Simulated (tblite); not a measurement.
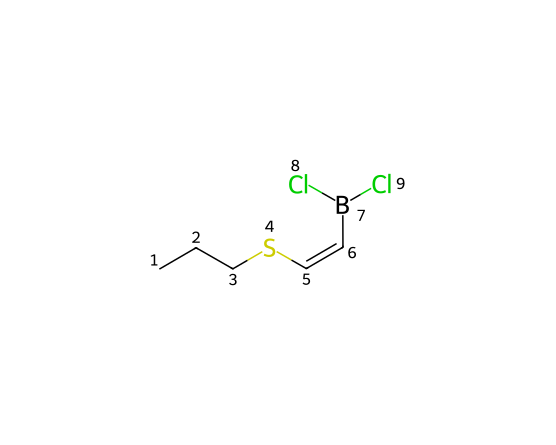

A structural formula, with wedges where it has stereocentres; small numbers name the atoms. The configuration is that of a computed structure (GFN2-xTB).

Assign CIP descriptors.

C5=C6: Z.

Write the isomeric SMILES.

CCCS/C=C\B(Cl)Cl
